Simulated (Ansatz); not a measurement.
# CH3O (SMILES C[O]): where methods fail along a bond

The species is CH3O (5 atoms), meant as a doublet with charge 0. As SMILES, `C[O]`. The shape is that of a PBE0-D4/def2-TZVP optimisation.

```xyz
5

C    -0.0003    0.0519    0.0138
O     0.9811   -0.8433   -0.2540
H    -0.9487   -0.5082   -0.1081
H    -0.0416    0.8845   -0.7038
H     0.0095    0.4152    1.0521
```

The C1–H4 distance is scanned; the parts on either side stay rigid. Basis STO-3G, 2 core orbitals frozen in the correlated methods; program Ansatz 0.2.0. FCI is exact within this basis and core. Energies in eV from each method's value at 1.100 Å; open shells run as named. The shape above is that at 1.100 Å.

```json
{"distance (Å)": "1.100", "USVWN5": "0.00", "UBLYP": "0.00", "UPBE0": "0.00", "U-r2SCAN0": "0.00", "UCCSDT(Q)": "0.00", "FCI": "0.00"}
{"distance (Å)": "1.375", "USVWN5": "0.69", "UBLYP": "0.60", "UPBE0": "0.83", "U-r2SCAN0": "0.89", "UCCSDT(Q)": "0.73", "FCI": "0.73"}
{"distance (Å)": "1.650", "USVWN5": "2.05", "UBLYP": "1.85", "UPBE0": "2.40", "U-r2SCAN0": "2.53", "UCCSDT(Q)": "2.30", "FCI": "2.14"}
{"distance (Å)": "2.200", "USVWN5": "3.90", "UBLYP": "3.49", "UPBE0": "4.19", "U-r2SCAN0": "4.26", "UCCSDT(Q)": "3.34", "FCI": "3.33"}
{"distance (Å)": "2.750", "USVWN5": "4.24", "UBLYP": "3.76", "UPBE0": "4.43", "U-r2SCAN0": "4.60", "UCCSDT(Q)": "3.32", "FCI": "3.31"}
```

Departure from the FCI curve at its largest: USVWN5 +0.93 eV at 2.75 Å; UBLYP +0.44 eV at 2.75 Å; UPBE0 +1.12 eV at 2.75 Å; U-r2SCAN0 +1.28 eV at 2.75 Å; UCCSDT(Q) +0.16 eV at 1.65 Å. For the functionals part of the departure is owed to the small basis.

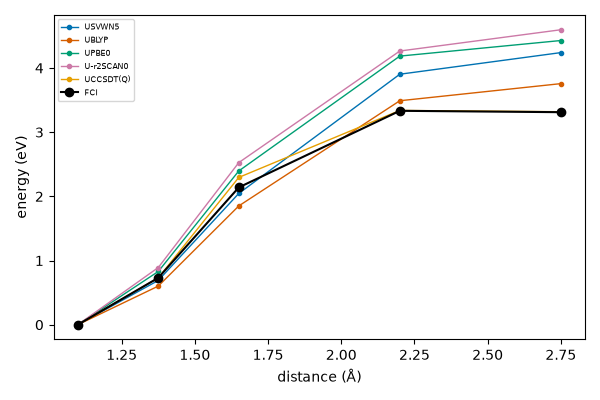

The curves of the table.
